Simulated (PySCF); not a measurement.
# NO2 (nitrogen dioxide) at 6 levels

Wanted: a comparison of 6 runs (UHF/STO-3G, U-revPBE/cc-pVTZ, UM06-2X/cc-pVTZ, USVWN5/cc-pVTZ, UTPSS/cc-pVTZ, UCCSD(T)/cc-pVTZ) of NO2 (nitrogen dioxide). 

The results are computed with PySCF 2.14.0.

2 further runs of the same task are left out: 2 set aside as unsound or not needed.

## Step 1: Starting point

The species is NO2 (3 atoms), meant as a doublet with charge 0. As SMILES, `[O]N=O`. The shape is that of a PBE0-D4/def2-TZVP optimisation.

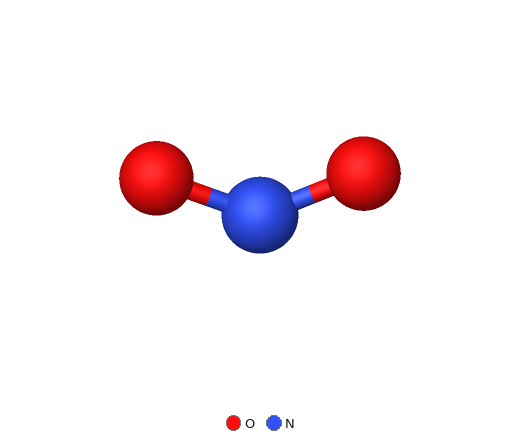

Viewed from a chosen angle; oxygen red, nitrogen blue.

## Step 2: A single-point energy at UHF/STO-3G (run 1)

Input file run.py:

```python
# nitrogen dioxide
from pyscf import gto

system = gto.Mole()
system.atom = '''
O        0.209760      -1.082190       0.000620
N       -0.265470      -0.009110      -0.145890
O        0.055690       1.091300       0.145270
'''
system.max_memory = 1860
system.charge = 0
system.spin = 1
system.verbose = 4
system.basis = 'sto-3g'
system.build()

mf = system.UHF()
mf.conv_tol = 1e-10
mf.kernel()
if not mf.converged:
    mf = mf.newton().run(mf.mo_coeff, mf.mo_occ)

energy = mf.e_tot
print('Final energy', energy)
```

Launch:

```sh
$ OMP_NUM_THREADS=1 python run.py
```

Log:

```text
PySCF version 2.14.0

[INPUT] num. atoms = 3
[INPUT] num. electrons = 23
[INPUT] charge = 0
[INPUT] spin (= nelec alpha-beta = 2S) = 1
[INPUT] symmetry False subgroup None
[INPUT] Mole.unit = angstrom
[INPUT] Symbol           X                Y                Z      unit          X                Y                Z       unit  Magmom
[INPUT]  1 O      0.209760000000  -1.082190000000   0.000620000000 AA    0.396388951889  -2.045042714743   0.001171630197 Bohr   0.0
[INPUT]  2 N     -0.265470000000  -0.009110000000  -0.145890000000 AA   -0.501665594288  -0.017215404995  -0.275692144313 Bohr   0.0
[INPUT]  3 O      0.055690000000   1.091300000000   0.145270000000 AA    0.105238847877   2.062258119738   0.274520514116 Bohr   0.0

nuclear repulsion = 65.6205622004729
number of shells = 9
number of NR pGTOs = 45
number of NR cGTOs = 15
basis = sto-3g
ecp = {}

[... 73 lines left out ...]
converged SCF energy = -201.266713227411  <S^2> = 0.76075909  2S+1 = 2.0107303
Final energy -201.26671322741083
```

Wall time 0.56 s (1 thread of Arm Neoverse V2, shared host); peak memory 0.12 GiB.

## Step 3: A single-point energy at U-revPBE/cc-pVTZ (run 2)

Input file job.py:

```python
from pyscf import gto, dft

system = gto.M(
    atom='O 0.209760 -1.082190 0.000620; N -0.265470 -0.009110 -0.145890; O 0.055690 1.091300 0.145270',
    max_memory=1860,
    verbose=3,
    spin=1,
    basis='cc-pvtz',
)

ks = dft.UKS(system)
ks.xc = 'revpbe'
ks.grids.level = 5
ks.conv_tol = 1e-10
ks.kernel()
if not ks.converged:
    ks = ks.newton().run(ks.mo_coeff, ks.mo_occ)

e_tot = ks.e_tot
print('E = %.10f Eh' % e_tot)
```

Launch:

```sh
$ OMP_NUM_THREADS=1 python job.py
```

Log:

```text
converged SCF energy = -205.118849094346  <S^2> = 0.75168422  2S+1 = 2.0016835
E = -205.1188490943 Eh
```

Wall time 13 s (1 thread of Arm Neoverse V2, shared host); peak memory 0.44 GiB.

Runs 3 to 4 aren't shown in full; the table further down has their settings and results.

## Step 4: A single-point energy at UTPSS/cc-pVTZ (run 5)

Input file input.py:

```python
from pyscf import gto, dft

mol = gto.Mole()
mol.atom = '''
O    0.209760  -1.082190   0.000620
N   -0.265470  -0.009110  -0.145890
O    0.055690   1.091300   0.145270
'''
mol.verbose = 3
mol.max_memory = 1860
mol.charge = 0
mol.basis = 'cc-pvtz'
mol.spin = 1
mol.build()

ks = dft.UKS(mol)
ks.xc = 'tpss'
ks.conv_tol = 1e-10
ks.grids.level = 5
ks.kernel()
if not ks.converged:
    ks = ks.newton().run(ks.mo_coeff, ks.mo_occ)

e_final = ks.e_tot
print('E = %.10f Eh' % e_final)
```

Launch:

```sh
$ OMP_NUM_THREADS=1 python input.py
```

Log:

```text
WARN: HOMO -0.206169216977205 >= LUMO -0.206169216977202

converged SCF energy = -205.193801087299  <S^2> = 0.75239573  2S+1 = 2.0023943
E = -205.1938010873 Eh
```

It took 32 s on 1 thread of Arm Neoverse V2, shared host; peak memory 0.49 GiB.

## Step 5: A single-point energy at UCCSD(T)/cc-pVTZ (run 6)

Input file calc.py:

```python
from pyscf import gto, cc

mol = gto.M(
    atom=[
    ('O', (0.209760, -1.082190, 0.000620)),
    ('N', (-0.265470, -0.009110, -0.145890)),
    ('O', (0.055690, 1.091300, 0.145270)),
],
    basis='cc-pvtz',
    spin=1,
    charge=0,
    max_memory=1860,
    verbose=3,
)

mf = mol.UHF()
mf.conv_tol = 1e-10
mf.kernel()
if not mf.converged:
    mf = mf.newton().run(mf.mo_coeff, mf.mo_occ)

mycc = cc.CCSD(mf, frozen=3)
mycc.kernel()
e_t = mycc.ccsd_t()
e_final = mycc.e_tot + e_t
print('E = %.10f Eh' % e_final)
```

Launch:

```sh
$ OMP_NUM_THREADS=1 python calc.py
```

Log:

```text
converged SCF energy = -204.112744693855  <S^2> = 0.76915616  2S+1 = 2.0190653
E(UCCSD) = -204.7644102446901  E_corr = -0.6516655508351435
UCCSD(T) correction = -0.035025031932628
E = -204.7994352766 Eh
```

It took 2 min on 1 thread of Arm Neoverse V2, shared host; peak memory 2.6 GiB.

## Step 6: The series

```tsv
run	level	integration grid	frozen core orbitals	energy (Eh)	dipole moment (D) of the reference	HOMO energy (eV)	LUMO energy (eV)	wall time
1	UHF/STO-3G	–	–	-201.266713	0.24	-9.63	5.16	0.56 s
2	U-revPBE/cc-pVTZ	5	–	-205.118849	0.24	-6.02	-4.49	13 s
3	UM06-2X/cc-pVTZ	5	–	-205.070771	0.40	-9.88	-2.58	35 s
4	USVWN5/cc-pVTZ	5	–	-203.690023	0.25	-6.21	-5.03	9 s
5	UTPSS/cc-pVTZ	5	–	-205.193801	0.25	-6.30	-4.47	32 s
6	UCCSD(T)/cc-pVTZ	–	3	-204.799435	0.68	-13.51	1.24	2 min
```

## Step 7: Summary of results

| quantity | value |
| --- | --- |
| run 6: total energy | -204.79944 Eh |
| run 6: dipole moment (Hartree–Fock density) | 0.68 D |
| run 6: HOMO energy (Hartree–Fock orbitals) (highest over α and β) | -13.51 eV |
| run 6: LUMO energy (Hartree–Fock orbitals) (lowest over α and β) | 1.24 eV |
| run 6: correlation energy (3 core orbitals frozen) | -686.7 mEh |
| run 6: (T) correction | -35.03 mEh |
| run 6: ⟨S²⟩ of the reference determinant | 0.769 |
| run 6: T1 diagnostic | 0.023 |

In words: Over runs 1, 2, 3, 4, 5 the dipole moment (its size) runs from 0.24 D (U-revPBE/cc-pVTZ) to 0.40 D (UM06-2X/cc-pVTZ). Totals of different functionals can't be ranked against each other. In run 1 the basis is minimal, so the values are rough. All runs together took 3.4 min, the longest 2 min.
